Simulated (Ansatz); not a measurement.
**CH5ClN2OW: shape, modes and thermochemistry**

What shape does CH5ClN2OW take? The plan is to relax it, check the end point by its vibrations and derive ideal-gas thermochemistry, and look at its orbitals and charge.

Method: RKS PBE0-D4/def2-TZVP; program: Ansatz 0.2.0, Gaussian basis.

The runs, in order: relaxation at PBE0-D4/def2-TZVP; harmonic vibrations at the same level; a single point in def2-TZVPP for the fields.

**1. Starting geometry**

SMILES `C[N]=[W]([NH2])(=[O])[Cl]`, 11 atoms, charge 0, spin multiplicity 1.

Atoms are counted from 1 here; the program's logs count them from 0.

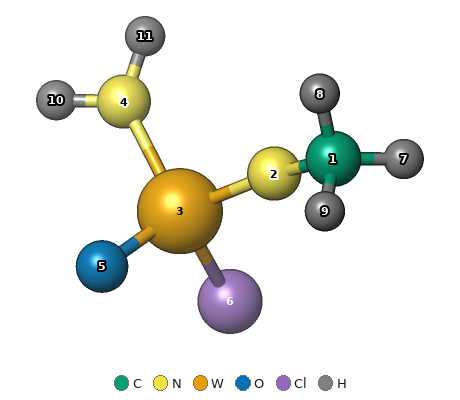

As it starts; carbon teal, nitrogen yellow, tungsten amber, oxygen blue, chlorine purple, hydrogen grey; atoms are numbered from 1 in the order of the file.

As a file:

| atom | x (Å) | y (Å) | z (Å) |
| --- | --- | --- | --- |
| C1 | -0.5927 | -1.1295 | 1.7073 |
| N2 | -0.4075 | -0.2075 | 0.6448 |
| W3 | 0.3298 | 1.0385 | -0.3975 |
| N4 | 0.4507 | 0.2362 | -2.2091 |
| O5 | 1.8764 | 1.5131 | 0.0848 |
| Cl6 | -1.0031 | 2.8124 | -0.3886 |
| H7 | -1.6473 | -1.1818 | 2.0058 |
| H8 | -0.2787 | -2.1333 | 1.3983 |
| H9 | 0.0050 | -0.8357 | 2.5821 |
| H10 | 1.1797 | 0.5413 | -2.8660 |
| H11 | 0.0876 | -0.6536 | -2.5621 |

The start is a GFN2-xTB geometry. W takes the def2 core potential; no spin-orbit term is included.

**2. Geometry optimisation, PBE0-D4/def2-TZVP**

in.yaml

```yaml
crystal:
  periodic: [false, false, false]
  atoms:
    - {symbol: C, position_ang: [-0.592730, -1.129510, 1.707350]}
    - {symbol: N, position_ang: [-0.407540, -0.207510, 0.644800]}
    - {symbol: W, position_ang: [0.329840, 1.038470, -0.397470]}
    - {symbol: N, position_ang: [0.450680, 0.236170, -2.209100]}
    - {symbol: O, position_ang: [1.876400, 1.513140, 0.084850]}
    - {symbol: Cl, position_ang: [-1.003060, 2.812360, -0.388590]}
    - {symbol: H, position_ang: [-1.647290, -1.181830, 2.005780]}
    - {symbol: H, position_ang: [-0.278660, -2.133310, 1.398300]}
    - {symbol: H, position_ang: [0.005020, -0.835680, 2.582140]}
    - {symbol: H, position_ang: [1.179720, 0.541260, -2.866000]}
    - {symbol: H, position_ang: [0.087630, -0.653560, -2.562060]}
basis:
  gaussian: {orbitals: def2-TZVP}
hamiltonian: {xc: pbe0, dispersion: d4}
relax: {f_tol: 0.005, max_steps: 150}
```

Command:

```console
> ansatz run in.yaml --threads 4 --pin off --events-out ev --progress --plain --max-ram 11315MiB
```

Output, cut to the lines that bear on the results:

```text
Functional definition: PBE0
  name "PBE0"
  cite "Adamo & Barone, J. Chem. Phys. 110, 6158 (1999) doi:10.1063/1.478522"
  cite "Perdew, Burke & Ernzerhof, Phys. Rev. Lett. 77, 3865 (1996) doi:10.1103/PhysRevLett.77.3865"
  parent pbe
[...]
1529 factors; their error is unknown
[...]
mean field -20490.27233163 eV, -753.0036193821 hartree, gradient 6.0e-5 eV, S^2 0.000000; 0 other end points of the search recorded, 0 dependent functions left out
[...]
reference -20490.27236693 eV, -753.0036206792 hartree; 32, 32 occupied and 199, 199 virtual orbitals, 1529 factors
relax step   1: F+E_penalty+E_count = -20490.52624768 eV  Δ(F+E_penalty+E_count) = +0.000e0 eV  max|allowed force component| = 3.015e0 eV/Å  Δτ_max = 0.0000 Å  (34 SCF iters, accepted)
[...]
relax step   5: F+E_penalty+E_count = -20490.69700635 eV  Δ(F+E_penalty+E_count) = +3.712e-5 eV  max|allowed force component| = 1.649e-1 eV/Å  Δτ_max = 0.0354 Å  (37 SCF iters, rejected (line search))
[...]
relax step   9: F+E_penalty+E_count = -20490.70273944 eV  Δ(F+E_penalty+E_count) = -1.080e-3 eV  max|allowed force component| = 5.109e-2 eV/Å  Δτ_max = 0.0194 Å  (38 SCF iters, accepted)
[...]
relax step  13: F+E_penalty+E_count = -20490.70525653 eV  Δ(F+E_penalty+E_count) = -4.246e-4 eV  max|allowed force component| = 1.968e-2 eV/Å  Δτ_max = 0.0182 Å  (37 SCF iters, accepted)
[...]
relax step  19: F+E_penalty+E_count = -20490.70591400 eV  Δ(F+E_penalty+E_count) = -4.391e-6 eV  max|allowed force component| = 1.834e-3 eV/Å  Δτ_max = 0.0014 Å  (39 SCF iters, accepted)
1529 factors; their error is unknown
[...]
mean field -20490.44962134 eV, -753.0101346587 hartree, gradient 1.5e-5 eV, S^2 0.000000; 1 other end points of the search recorded, 0 dependent functions left out
[...]
reference -20490.44965604 eV, -753.0101359340 hartree; 32, 32 occupied and 199, 199 virtual orbitals, 1529 factors
Total energy: -20490.70594870 eV, -753.0195545155 hartree
Atom 0 at    -0.554641    -1.117711     1.659529 Å, force     0.001183     0.001834    -0.000810 eV/Å
Atom 1 at    -0.461897    -0.238675     0.550678 Å, force    -0.000861    -0.000996    -0.001122 eV/Å
Atom 2 at     0.253296     1.022817    -0.420021 Å, force     0.000282     0.000740    -0.001071 eV/Å
Atom 3 at     0.537842     0.225779    -2.165352 Å, force    -0.000508    -0.001318     0.000806 eV/Å
Atom 4 at     1.754785     1.505896     0.235984 Å, force    -0.000270     0.000564     0.001022 eV/Å
Atom 5 at    -1.189732     2.806823    -0.483452 Å, force     0.000392     0.000209     0.000891 eV/Å
Atom 6 at    -1.452723    -0.891307     2.243189 Å, force    -0.000597    -0.000459     0.000692 eV/Å
Atom 7 at    -0.638558    -2.152237     1.310806 Å, force    -0.000264    -0.001025     0.000617 eV/Å
Atom 8 at     0.318568    -1.040901     2.316097 Å, force     0.000219     0.000208    -0.000159 eV/Å
Atom 9 at     1.275385     0.537103    -2.781175 Å, force     0.000537    -0.000093    -0.000401 eV/Å
Atom 10 at     0.157685    -0.657587    -2.466282 Å, force    -0.000113     0.000336    -0.000465 eV/Å
Dipole moment:    -0.089291    -0.675220    -0.307055 e Å
```

It took 1.9 min on 4 threads of Arm Neoverse V2, shared host; peak memory 0.72 GiB.

Relaxation path:

| step | energy from step 1 (eV) | largest force component (eV/Å) |
| --- | --- | --- |
| 1 | 0.0000 | 3.0146 |
| 2 | -0.1584 | 0.5945 |
| 3 | -0.1667 | 0.2755 |
| 4 | -0.1708 | 0.1233 |
| 5 | -0.1708 | 0.1649 |
| 6 | -0.1726 | 0.0386 |
| 7 | -0.1741 | 0.0669 |
| 8 | -0.1754 | 0.1138 |
| 9 | -0.1765 | 0.0511 |
| 10 | -0.1773 | 0.1103 |
| 11 | -0.1780 | 0.0806 |
| 12 | -0.1786 | 0.0444 |
| 13 | -0.1790 | 0.0197 |
| 14 | -0.1795 | 0.0242 |
| 15 | -0.1796 | 0.0318 |
| 16 | -0.1796 | 0.0132 |
| 17 | -0.1797 | 0.0062 |
| 18 | -0.1797 | 0.0068 |
| 19 | -0.1797 | 0.0018 |

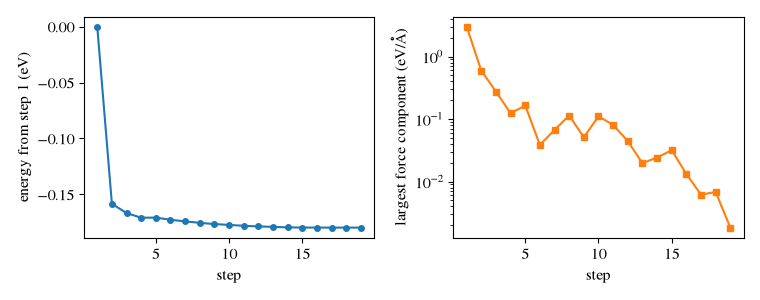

Energy and force, step by step.

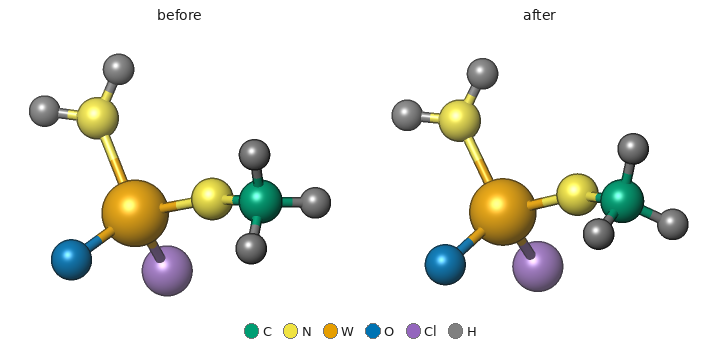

Before and after, at one scale.

Distances of close pairs at the start and the end, largest changes first:

| bond | before (Å) | after (Å) | change (Å) |
| --- | --- | --- | --- |
| W3–Cl6 | 2.219 | 2.295 | +0.077 |
| W3–N4 | 1.985 | 1.940 | -0.045 |
| N2–W3 | 1.784 | 1.745 | -0.039 |
| W3–O5 | 1.688 | 1.708 | +0.020 |
| N4–H10 | 1.028 | 1.010 | -0.018 |
| N4–H11 | 1.024 | 1.008 | -0.016 |
| C1–H9 | 1.099 | 1.095 | -0.004 |
| C1–H7 | 1.097 | 1.095 | -0.002 |

Mulliken charges of the relaxed molecule (report file):

| atom | value (e) |
| --- | --- |
| C1 | -0.25 |
| N2 | -0.42 |
| W3 | 1.26 |
| N4 | -0.71 |
| O5 | -0.48 |
| Cl6 | -0.36 |
| H7 | 0.15 |
| H8 | 0.14 |
| H9 | 0.14 |
| H10 | 0.27 |
| H11 | 0.27 |

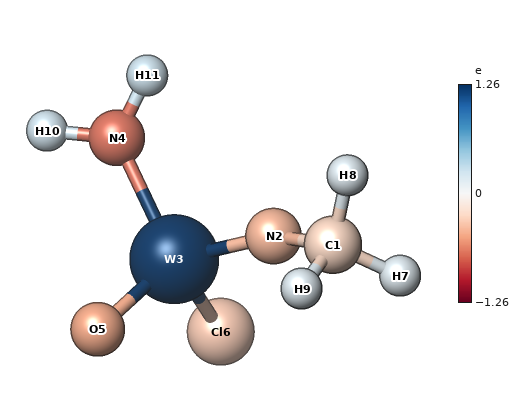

Mulliken charges of the relaxed molecule (report file), as colours on the atoms.

**3. Force constants and modes**

in.yaml

```yaml
crystal:
  periodic: [false, false, false]
  atoms:
    - {symbol: C, position_ang: [-0.554641, -1.117711, 1.659529]}
    - {symbol: N, position_ang: [-0.461897, -0.238675, 0.550678]}
    - {symbol: W, position_ang: [0.253296, 1.022817, -0.420021]}
    - {symbol: N, position_ang: [0.537842, 0.225779, -2.165352]}
    - {symbol: O, position_ang: [1.754785, 1.505896, 0.235984]}
    - {symbol: Cl, position_ang: [-1.189732, 2.806823, -0.483452]}
    - {symbol: H, position_ang: [-1.452723, -0.891307, 2.243189]}
    - {symbol: H, position_ang: [-0.638558, -2.152237, 1.310806]}
    - {symbol: H, position_ang: [0.318568, -1.040901, 2.316097]}
    - {symbol: H, position_ang: [1.275385, 0.537103, -2.781175]}
    - {symbol: H, position_ang: [0.157685, -0.657587, -2.466282]}
basis:
  gaussian: {orbitals: def2-TZVP}
hamiltonian: {xc: pbe0, dispersion: d4}
phonons: {temperatures: {t_min: 298.15, t_max: 900, t_step: 200}}
```

Launched as before.

Output, cut to the lines that bear on the results:

```text
Functional definition: PBE0
  name "PBE0"
  cite "Adamo & Barone, J. Chem. Phys. 110, 6158 (1999) doi:10.1063/1.478522"
  cite "Perdew, Burke & Ernzerhof, Phys. Rev. Lett. 77, 3865 (1996) doi:10.1103/PhysRevLett.77.3865"
  parent pbe
[...]
1529 factors; their error is unknown
[...]
mean field -20490.44960652 eV, -753.0101341140 hartree, gradient 4.7e-5 eV, S^2 0.000000; 0 other end points of the search recorded, 0 dependent functions left out
[...]
reference -20490.44964120 eV, -753.0101353885 hartree; 32, 32 occupied and 199, 199 virtual orbitals, 1529 factors
[...]
1529 factors; their error is unknown
mean field -20490.44943247 eV, -753.0101277180 hartree, gradient 2.6e-6 eV, S^2 0.000000; 0 other end points of the search recorded, 0 dependent functions left out
[...]
reference -20490.44946716 eV, -753.0101289926 hartree; 32, 32 occupied and 199, 199 virtual orbitals, 1529 factors
[...]
Atom 4 at     1.754785     1.505896     0.235984 Å, force    -0.000241     0.000445     0.001078 eV/Å
Atom 5 at    -1.189732     2.806823    -0.483452 Å, force     0.000093     0.000192     0.001190 eV/Å
Atom 6 at    -1.452723    -0.891307     2.243189 Å, force    -0.000617    -0.000452     0.000689 eV/Å
Atom 7 at    -0.638558    -2.152237     1.310806 Å, force    -0.000274    -0.001013     0.000618 eV/Å
Atom 8 at     0.318568    -1.040901     2.316097 Å, force     0.000211     0.000123    -0.000004 eV/Å
Atom 9 at     1.275385     0.537103    -2.781175 Å, force     0.000572    -0.000082    -0.000421 eV/Å
Atom 10 at     0.157685    -0.657587    -2.466282 Å, force    -0.000127     0.000362    -0.000332 eV/Å
Dipole moment:    -0.089292    -0.675221    -0.307053 e Å
Vibrations: 84.50 97.04 115.34 159.91 187.03 231.84 325.27 355.69 395.71 418.64 500.95 647.70 696.54 723.63 1013.47 1108.35 1113.26 1367.14 1436.04 1468.98 1472.00 1554.41 3018.03 3089.11 3092.15 3579.86 3684.25 cm⁻¹, zero-point energy 1.979831 eV
```

Wall time 4.9 min (4 threads of Arm Neoverse V2, shared host); peak memory 0.73 GiB.

Motions are named by where the mode's potential energy lies. The modes, unscaled (a negative number is an imaginary wavenumber):

| mode | cm⁻¹ | motion |
| --- | --- | --- |
| 1 | 84 | torsion |
| 2 | 97 | torsion with bend |
| 3 | 115 | bend |
| 4 | 160 | bend |
| 5 | 187 | torsion with bend |
| 6 | 232 | bend |
| 7 | 325 | torsion |
| 8 | 356 | bend with torsion |
| 9 | 396 | W–Cl stretch with torsion |
| 10 | 419 | torsion with W–Cl stretch |
| 11 | 501 | torsion |
| 12 | 648 | W–N and C–N stretch |
| 13 | 697 | bend with W–N stretch |
| 14 | 724 | W–N stretch with bend |
| 15 | 1013 | W–O stretch |
| 16 | 1108 | bend |
| 17 | 1113 | bend |
| 18 | 1367 | C–N and W–N stretch |
| 19 | 1436 | bend |
| 20 | 1469 | bend |
| 21 | 1472 | bend |
| 22 | 1554 | bend |
| 23 | 3018 | C–H stretch |
| 24 | 3089 | C–H stretch |
| 25 | 3092 | C–H stretch |
| 26 | 3580 | N–H stretch |
| 27 | 3684 | N–H stretch |

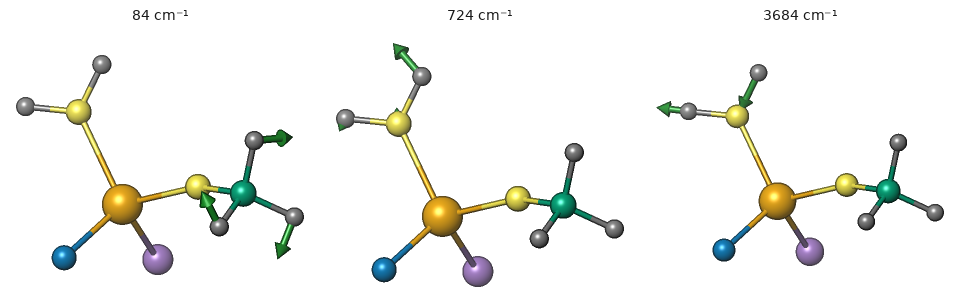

How the atoms move in 3 of the modes.

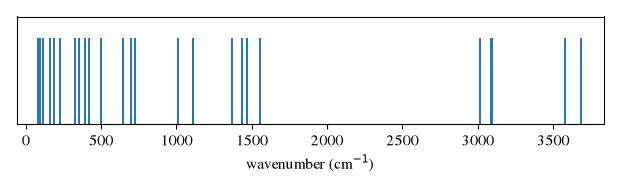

The harmonic wavenumbers as sticks (no intensities were computed).

Ideal gas, rigid rotor and harmonic oscillator at 298.15 K and 1 bar, with symmetry number 1:

| term | value |
| --- | --- |
| zero-point energy | 45.7 kcal/mol |
| H(298) − E | 51.8 kcal/mol |
| entropy, translation | 179.1 J/(mol K) |
| entropy, rotation | 120.3 J/(mol K) |
| entropy, vibration | 97.7 J/(mol K) |
| entropy, total | 397.1 J/(mol K) |

**4. Fields at the relaxed geometry**

in.yaml: that of step 3 with these lines changed.

```diff
@@ -15,4 +15,4 @@
 basis:
-  gaussian: {orbitals: def2-TZVP}
+  gaussian: {orbitals: def2-TZVPP}
 hamiltonian: {xc: pbe0, dispersion: d4}
-phonons: {temperatures: {t_min: 298.15, t_max: 900, t_step: 200}}
+output: {orbitals: {seedname: orbitals}}
```

Launched as before.

Output:

```text
Functional definition: PBE0
  name "PBE0"
  cite "Adamo & Barone, J. Chem. Phys. 110, 6158 (1999) doi:10.1063/1.478522"
  cite "Perdew, Burke & Ernzerhof, Phys. Rev. Lett. 77, 3865 (1996) doi:10.1103/PhysRevLett.77.3865"
  parent pbe
  parameter a = 0.25
  parameter kappa = 0.804
  parameter beta = 0.06672455060314922
  exchange = (1 - a)*pbe_x(kappa = kappa, mu = beta*pi^2/3) + a*exact_x
  correlation = pbe_c(beta = beta)
1661 factors; their error is unknown
mean field evaluation 1: about -20468.7464 eV, gradient 1.1e2 eV
mean field evaluation 2: about -20307.4170 eV, gradient 3.0e2 eV
mean field evaluation 4: about -20488.4757 eV, gradient 3.5e1 eV
mean field evaluation 8: about -20490.6248 eV, gradient 6.4e-1 eV
mean field evaluation 16: about -20490.6746 eV, gradient 6.2e-4 eV
mean field -20490.67462639 eV, -753.0184034418 hartree, gradient 4.8e-5 eV, S^2 0.000000; 0 other end points of the search recorded, 0 dependent functions left out
reference -20490.67466209 eV, -753.0184047536 hartree; 32, 32 occupied and 260, 260 virtual orbitals, 1661 factors
Total energy: -20490.93095475 eV, -753.0278233352 hartree
```

Run time: 6 s. Hardware: 4 threads of Arm Neoverse V2, shared host; peak memory 0.89 GiB.

The fields below are evaluated on a grid from the run's orbitals.

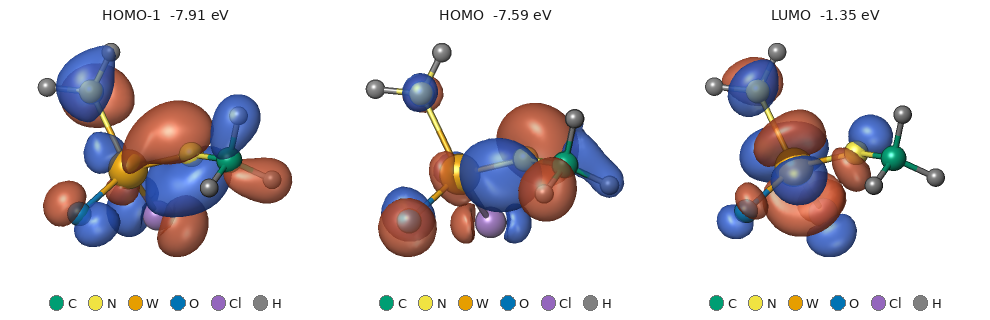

PBE0-D4/def2-TZVPP orbitals near the gap, drawn at the value that encloses 70 % of each; the two colours are the two signs.

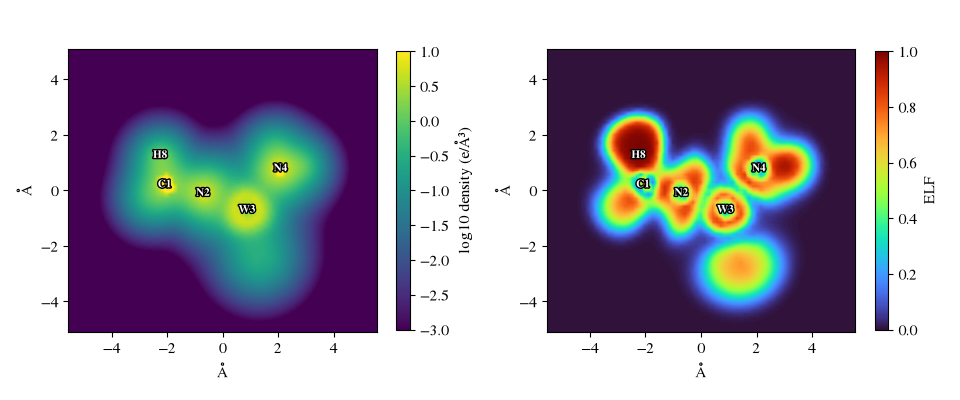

Density (left) and ELF (right) in a plane through or near 5 of the atoms.

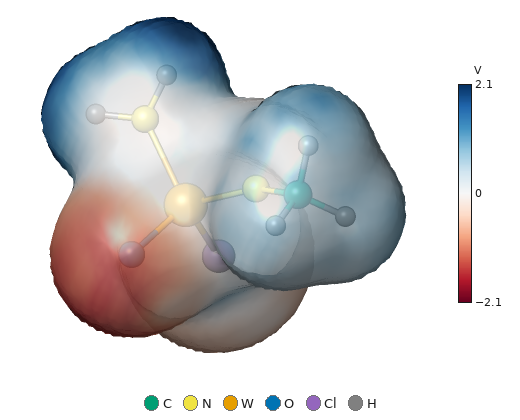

Electrostatic potential on the surface of density 0.002 e/bohr³; red is low, blue high. It runs from -1.49 V near O5 to 2.10 V near H11.

**5. Results**

```
                  quantity            value
               point group               C1
                     steps               19
shift from the start (rms)          0.247 Å
              total energy   -20490.7059 eV
           dispersion term         -256 meV
             dipole moment           3.59 D
lowest, highest wavenumber    84, 3684 cm⁻¹
         zero-point energy    45.7 kcal/mol
       entropy at 298.15 K  397.1 J/(mol K)
                HOMO, LUMO  -7.59, -1.35 eV
```

In words: The relaxed geometry lies 0.25 Å (rms) from the start; the bond that changed most is W3–Cl6, from 2.219 to 2.295 Å. All wavenumbers are real, so the end point is a minimum. The stiffest mode, 3684 cm⁻¹, is an N–H stretch, and 5 modes under 200 cm⁻¹ make the vibrational entropy uncertain. Harmonic hybrid wavenumbers usually lie a few per cent above measured fundamentals. The largest Mulliken charge, +1.26 e, sits on W3. The HOMO lies mostly on N2 51 %; O5 16 % and the LUMO on W3 53 %; Cl6 11 %.
